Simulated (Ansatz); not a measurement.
# Fields on a plane of AlNi (CsCl type)

```
AlNi
1.0
    2.89266     0.00000     0.00000
    0.00000     2.89266     0.00000
    0.00000     0.00000     2.89266
Al Ni
1 1
Direct
  0.00000   0.00000   0.00000
  0.50000   0.50000   0.50000
```

The slice is a {210} plane (indices of the conventional cell) through the point (0.500, 0.500, 0.500) (fractional), spanned by u = [100] and v = [021] in vectors of this cell: u (2.89 Å) and v (6.47 Å, at 90° to u). It covers one period; positions are fractions (u, v).

Atoms on it: Ni at (0.00, 0.00). Other atoms lie within 1 Å of the plane.

Calculation: PBE (plane waves to 420 eV, PAW, scalar-relativistic; Ansatz, a program for electronic structure). k mesh 16×16×16. These are valence fields of a PAW run, semicore shells included where kept as valence: close to a nucleus they are smooth pseudo fields. AlNi is run without spin polarisation. AlNi was relaxed with its symmetry unable to fall. The PAW data are Ansatz's earlier set.

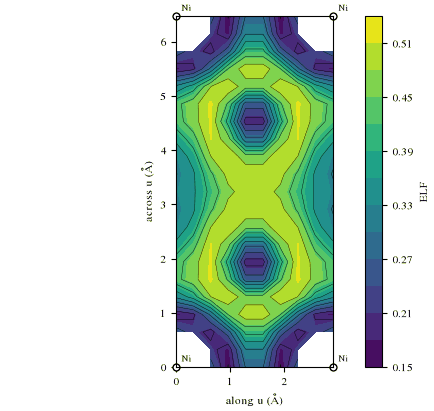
*Electron localisation function (ELF), one period of the plane, atoms marked. Points within 0.5 Å of a nucleus are left white, as the pseudised field means little there.*

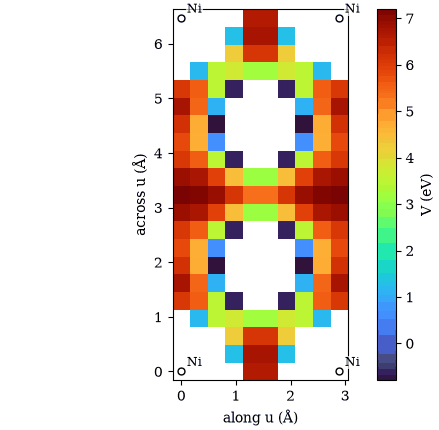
Fig. 1. Electrostatic potential energy of an electron, from the cell's mean, in eV, one period of the plane, atoms marked. Points within 1 Å of a nucleus are left white, as the pseudised field means little there. The zero, the cell's mean, hangs on the PAW cores.
